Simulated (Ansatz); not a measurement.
The relaxed structure here is a generated cell of HgI2: the first start was made by placing the elements on the sites of a structure type, and the end was not matched to a known phase here, so it may be hypothetical.

The end point of a relaxation of HgI2. These are r2SCAN (plane waves to 500 eV, PAW, scalar-relativistic; Ansatz, an electronic-structure program) values and carry that method's errors.

Pnnm (No. 58), oP6, AFLOW prototype AB2_oP6_58_a_g (as in Fe2C); a = 7.1517 Å, b = 7.9165 Å, c = 4.2374 Å, α = 90.00°, β = 90.00°, γ = 90.00°.

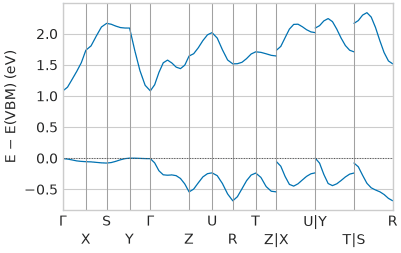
Figure: Highest filled and lowest empty band along the path of this cell's Brillouin zone

Task: Read off the gap and say whether it is direct.

Result: 1.08 eV, direct within 0.03 eV (at Γ) (no spin-orbit coupling).

Task: How far does the top valence band disperse along this path?

Result: About 0.7 eV.

No spin polarisation in the result. Without spin-orbit coupling the bands of the heavy element are not split, so the gap can be far off.

The run could not lose the symmetry of its start, so the end can be a saddle point.
